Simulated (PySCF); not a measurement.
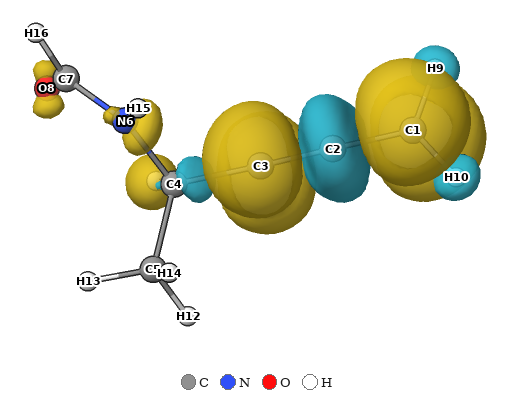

The picture shows: C$_{6}$H$_{8}$NO (doublet). Isosurfaces of the spin density at +0.015 (yellow) and −0.015 e/Å³ (cyan), seen across its widest extent.

Geometry: GFN2-xTB.

Theory: UKS B3LYP, pcH-1 on C H N O, non-relativistic, mean-field spin-orbit, GIAO in PySCF 2.14.0, density-fitted response routines.

```xyz
16

C     3.1817    1.3212    0.4577
C     1.9965    0.7462    0.1644
C     0.9323    0.2185   -0.1284
C    -0.3561   -0.3862   -0.3858
C    -0.3681   -1.8655    0.0154
N    -1.4021    0.3497    0.3184
C    -2.4721    0.8549   -0.3177
O    -2.6924    0.7541   -1.4983
H     3.2888    2.3906    0.4478
H     4.0376    0.7203    0.7064
H    -0.6079   -0.2897   -1.4524
H     0.3799   -2.4093   -0.5551
H    -1.3472   -2.2935   -0.1851
H    -0.1434   -1.9729    1.0750
H    -1.2820    0.4867    1.3094
H    -3.1529    1.3837    0.3760
```

Question: Describe the spin distribution.

Answer: The unpaired spin (1 electron) lies mostly on C1 (about 0.5) and C3 (about 0.3), in electrons by Hirshfeld's partition.
